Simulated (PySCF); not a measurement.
**CH$_{10}$NSi$_{3}$ (SMILES C[Si]([SiH3])N[SiH3]) (doublet): density, localisation and related maps**

Input

```
{"job": {"kind": "epr"}, "charge": 0, "multiplicity": 2}
Si    -0.328559     0.675662     0.627677
Si    -1.540030    -1.333632     0.561005
N      1.248046     0.475905    -0.113354
Si     2.261767    -0.942120    -0.176336
C     -1.230922     2.076684    -0.261624
H     -0.957324    -2.348444     1.492497
H     -1.637663    -1.950464    -0.803420
H     -2.925618    -1.012014     1.031205
H      1.704024     1.346116    -0.381489
H      1.367407    -2.135954    -0.245985
H      3.125120    -0.873579    -1.394788
H      3.160397    -1.104665     1.010670
H     -1.333086     1.853232    -1.336649
H     -0.688487     3.030185    -0.158564
H     -2.236342     2.217250     0.163703
```

Run with:

```sh
OMP_NUM_THREADS=1 python cluster_run.py task.json out
```

Geometry: PBE0-D3(BJ)/def2-SVP.

These are results of UKS B3LYP, IGLO-III on C N Si, pcH-1 on H, non-relativistic, mean-field spin-orbit, GIAO in PySCF 2.14.0, density-fitted response routines, not measurements.

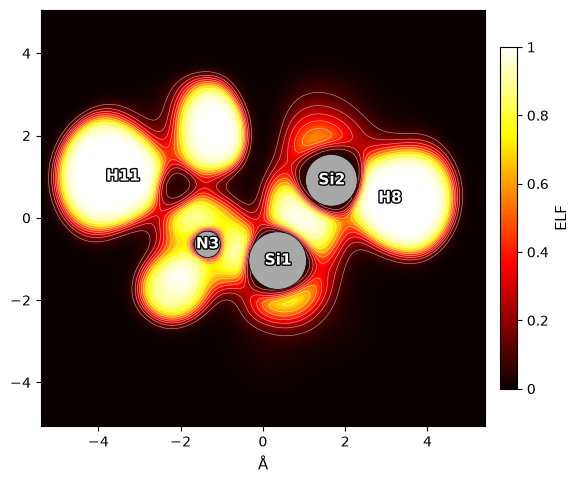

Figure 1. ELF on the plane of atoms Si2, Si1 and N3. Grey discs cover the atomic cores.

Q: What does the map show?

A:
- The plane passes through Si, N and H nuclei.
- Si–N (1.75 Å): the ELF peaks at about 0.90 between the atoms; a polar covalent bond.
- Si–Si (2.35 Å): the ELF peaks at about 1 between the atoms, as expected for a covalent bond.
- Si–H (1.50 Å): the ELF climbs to about 1 towards the hydrogen, as it does in any bond to H.

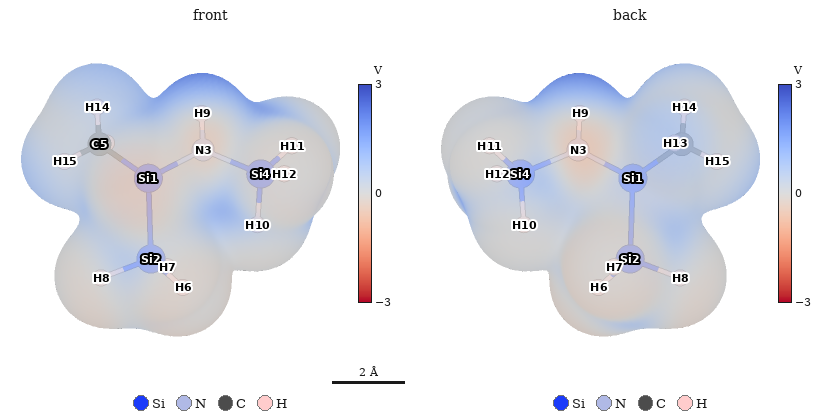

Figure 2. The molecular electrostatic potential painted on the density surface at 0.002 e/bohr³, seen from the front and from behind; the colour scale runs from red (negative) to blue (positive).

Q: Describe the electrostatic potential map.

A: The most negative region (about −0.5 V, or −12 kcal/mol for a unit charge) lies over Si1 and N3, the most positive (about +2.0 V, or +46 kcal/mol for a unit charge) over H9.
